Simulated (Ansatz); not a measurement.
A series of calculations on BHF2

### Relaxation

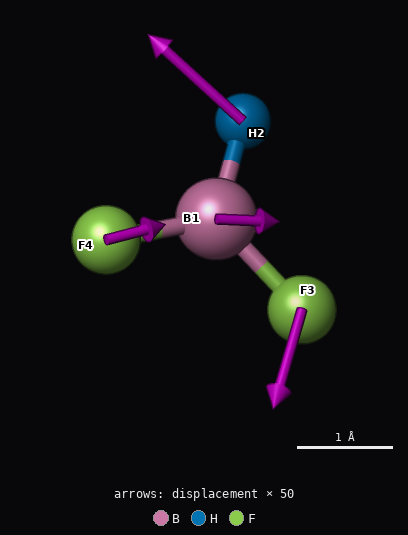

This is a relaxation of BHF$_{2}$. The starting structure is drawn; purple arrows show the displacements, 50 times their true length. The two geometries are superimposed by the best rigid fit.

A ball-and-stick model, seen at a tilt.

The run prepares an end point of a later path (reaction) calculation, from a guessed geometry.

Level of theory: Ansatz, RKS PBE0/def2-mTZVP.

Input
```yaml
crystal:
  periodic: [false, false, false]
  atoms:
    - { symbol: B, position_ang: [0.265029, 0.0, 0.197536] }
    - { symbol: H, position_ang: [0.24525, 0.0, 1.379234] }
    - { symbol: F, position_ang: [1.439335, 0.0, -0.390878] }
    - { symbol: F, position_ang: [-0.825913, 0.0, -0.537092] }
basis:
  gaussian: { orbitals: def2-mTZVP }
hamiltonian:
  xc: pbe0
relax:
  f_tol: 0.03
  max_steps: 50
```

Command:
```bash
ansatz run input.yaml --threads 1 --pin off --max-ram 2048MiB --backend cpu --events-out ev --progress --plain --runs-dir out
```

> Describe the change and its energy.

H2 moves most after the best rigid fit: 0.027 Å. By element the largest moves are H 0.027 Å, F 0.024 Å, B 0.015 Å. Some distances before and after: B1–H2 1.182 → 1.188 Å. Bond angles that change, for instance: H2–B1–F3 117.6° → 120.9°, H2–B1–F4 123.0° → 120.9°. The energy falls by 0.009 eV in 3 geometry steps. Largest force component: 0.28 eV/Å at the start, 0.0067 eV/Å at the end. Cost: 3.1 s on 1 thread of Intel(R) Xeon(R) Platinum 8488C (Sapphire Rapids) (shared host), peak memory 0.12 GiB.

### Relaxation

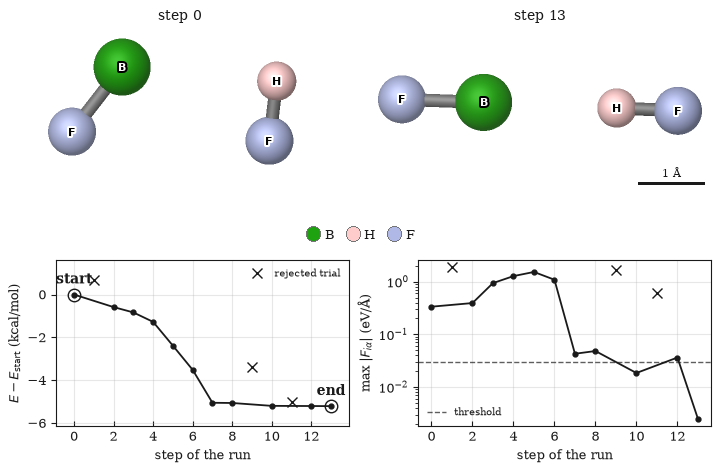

First and last geometry of a relaxation of BHF₂, with the history of the run. Style: ball-and-stick. Shown face on.

The run prepares an end point of a later path (reaction) calculation, from a guessed geometry.

Theory: RKS PBE0/def2-mTZVP in Ansatz 0.2.0.

Input file:
```yaml
crystal:
  periodic: [false, false, false]
  atoms:
    - { symbol: B, position_ang: [-0.84835, 1.0e-06, 0.199808] }
    - { symbol: H, position_ang: [1.32913, -2.0e-06, 1.178865] }
    - { symbol: F, position_ang: [1.678323, 2.0e-06, 0.320204] }
    - { symbol: F, position_ang: [-1.035403, -1.0e-06, -1.050077] }
basis:
  gaussian: { orbitals: def2-mTZVP }
hamiltonian:
  xc: pbe0
relax:
  f_tol: 0.03
  max_steps: 50
```

Run as
```bash
ansatz run input.yaml --threads 1 --pin off --max-ram 2048MiB --backend cpu --events-out ev --progress --plain --runs-dir out
```

Question: Read the history and describe the run.

Answer: It converged. Over 10 accepted moves (13 points after the start) the energy falls by 5.21 kcal/mol. The largest force component goes from 0.33 to 0.0025 eV/Å. The line search rejected the trial steps at points 1, 9, 11 of the run. The forces were under the threshold at step 10, but the run went on from there. The largest move after the best rigid fit is that of F3, 0.88 Å. By element the largest moves are F 0.88 Å, B 0.55 Å, H 0.52 Å. Near-neighbour distances that change, for instance: H2–F3 0.927 → 0.942 Å, B1–F4 1.264 → 1.257 Å.

Limits of the set-up: the start holds two separate molecules, 2.4 Å apart at their closest, whose relative position is a soft coordinate and is computed without a dispersion correction.

### Path

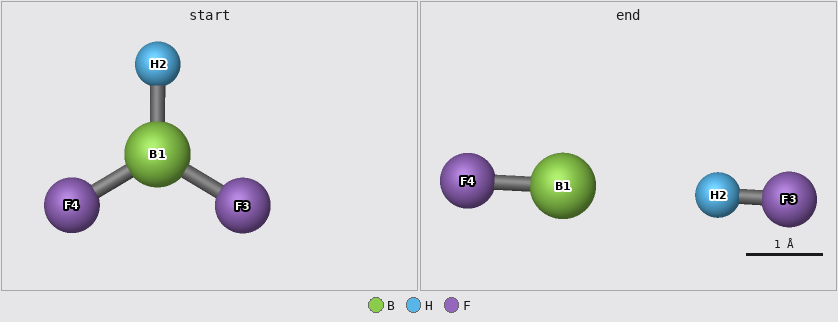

The two relaxed end points of a path for BHF$_{2}$. A ball-and-stick model, seen face on.

Theory: RKS PBE0/def2-mTZVP (Ansatz).

Settings: 7 movable images; climbing image; force threshold 0.05 eV/Å; iteration limit 60.

Start:
```xyz
4

B     0.2787    0.0000    0.2029
H     0.2199    0.0000    1.3894
F     1.4394    0.0000   -0.4153
F    -0.8143    0.0000   -0.5281
```

End:
```xyz
4

B    -0.6139    0.0000   -0.1487
H     1.3226    0.0000    0.5295
F     2.2132    0.0000    0.8371
F    -1.7982    0.0000   -0.5691
```

**Predict the minimum-energy path and its barrier.**

The highest point, image 3, lies 452.6 kJ/mol above the start and 81.8 kJ/mol above the end; the end is at +370.8 kJ/mol relative to the start. Breaking: B1–F3 (1.32 → 1.85 at the top → 2.99 Å), B1–H2 (1.19 → 1.37 at the top → 2.05 Å). Forming: H2–F3 (2.18 → 1.15 at the top → 0.94 Å). The band converged in 11 iterations, with a climbing image at the top. At the top, the vibrational analysis gives one imaginary mode (1326i cm⁻¹), as a transition state must have.

Energies of the converged images:

```json
{"image": "0", "path (Å)": "0.00", "E (kJ/mol)": "0.0"}
{"image": "1", "path (Å)": "0.38", "E (kJ/mol)": "75.9"}
{"image": "2", "path (Å)": "0.77", "E (kJ/mol)": "311.4"}
{"image": "3", "path (Å)": "1.15", "E (kJ/mol)": "452.6"}
{"image": "4", "path (Å)": "1.54", "E (kJ/mol)": "406.5"}
{"image": "5", "path (Å)": "1.92", "E (kJ/mol)": "386.9"}
{"image": "6", "path (Å)": "2.31", "E (kJ/mol)": "378.9"}
{"image": "7", "path (Å)": "2.70", "E (kJ/mol)": "373.1"}
{"image": "8", "path (Å)": "3.08", "E (kJ/mol)": "370.8"}
```

The geometry at the top of the path:

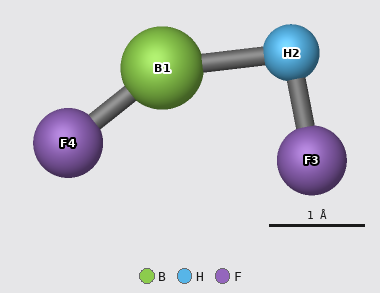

Cost: 47 s on 1 thread of Intel(R) Xeon(R) Platinum 8488C (Sapphire Rapids), on a shared host, peak memory 0.12 GiB.
